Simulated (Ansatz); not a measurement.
**ClF4H2OTa: density, localisation and related maps**

Input file:

```
crystal:
  periodic: [false, false, false]
  atoms:
    - { symbol: Ta, position_ang: [-0.098238, 0.221642, 0.001113] }
    - { symbol: Cl, position_ang: [2.337753, 0.354153, 0.166182] }
    - { symbol: F, position_ang: [-0.077246, 0.567171, 1.880484] }
    - { symbol: F, position_ang: [0.197047, -0.170669, -1.841712] }
    - { symbol: F, position_ang: [-1.038275, 1.788134, -0.386826] }
    - { symbol: O, position_ang: [-1.332558, -1.189609, 0.188126] }
    - { symbol: H, position_ang: [-1.294712, -1.998994, 0.730708] }
    - { symbol: F, position_ang: [1.133534, -2.470289, 1.001292] }
    - { symbol: H, position_ang: [1.966996, -2.048339, 0.989234] }
basis:
  gaussian: { orbitals: def2-SVP }
hamiltonian:
  xc: revpbe
relax:
  f_tol: 0.03
  max_steps: 50
output:
  orbitals: {}
```

Launched as:

```sh
ansatz run input.yaml --threads 4 --pin off --max-ram 5120MiB --backend cpu --events-out ev --progress --plain --runs-dir out
```

The fields are those of the run's last geometry, not of the input's.

Core potentials replace the inner electrons of Ta.

Computed with RKS revPBE/def2-SVP in Ansatz 0.2.0.

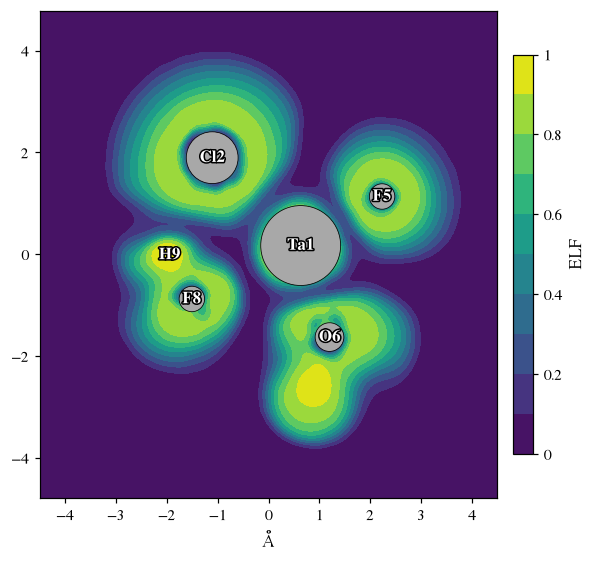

Figure 1. Electron localisation function on the plane of atoms Cl2, Ta1 and O6. Grey discs cover the atomic cores.

Q: Interpret the plot.

A: The section cuts through Ta, Cl, F, O and H sites.
Ta–F (1.87 Å): the ELF peaks at about 0.80 in the valence shell of F, 0.5 Å from its nucleus, and drops to about 0.20 between the two atoms.
Ta–O (1.89 Å): the ELF peaks at about 0.80 in the valence shell of O, 0.5 Å from its nucleus, and drops to about 0.25 between the two atoms.
Ta–Cl (2.45 Å): the ELF peaks at about 0.85 in the valence shell of Cl, 0.9 Å from its nucleus, and is about 0.35 at the midpoint.
F–H (0.97 Å): the ELF climbs to about 0.95 towards the hydrogen, as it does in any bond to H: an ordinary covalent bond to hydrogen.

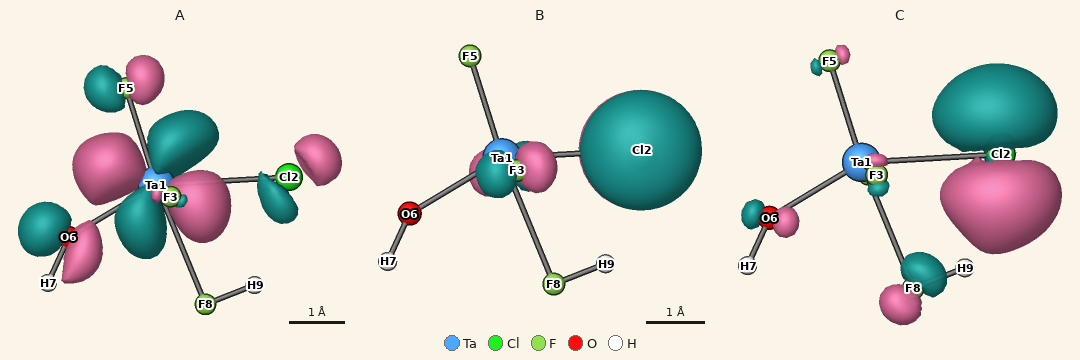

Figure 2. Three frontier orbitals at ±0.15 Å⁻³ᐟ² (teal and pink are the two phases), in no order.

Q: Order the three orbitals by energy and name them.

A: C is the HOMO−1 (−8.27 eV). It lies mainly on Cl2 (about 80 %); largely a lone pair of Cl2. B is the HOMO (−7.66 eV). It lies mainly on Cl2 (about 85 %); largely a lone pair of Cl2. A is the LUMO (−3.16 eV). It lies mainly on Ta1 (about 65 %), O6 (about 10 %), Cl2 (about 10 %) and F5 (about 10 %).

Q: What is the HOMO–LUMO gap?

A: 4.50 eV between the orbital energies.

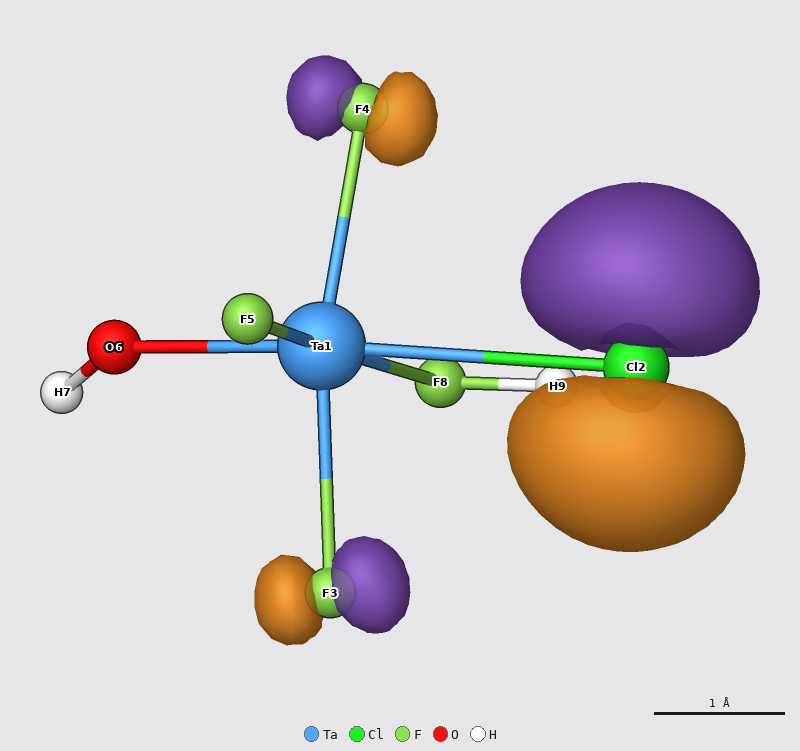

Figure 3. The HOMO at ±0.2 Å⁻³ᐟ² (orange and purple are the two phases), seen from one side.

Q: Where does this orbital lie, and at what energy?

A: Its weight (Hirshfeld) is mainly on Cl2 (about 85 %); largely a lone pair of Cl2. Its energy is −7.66 eV.
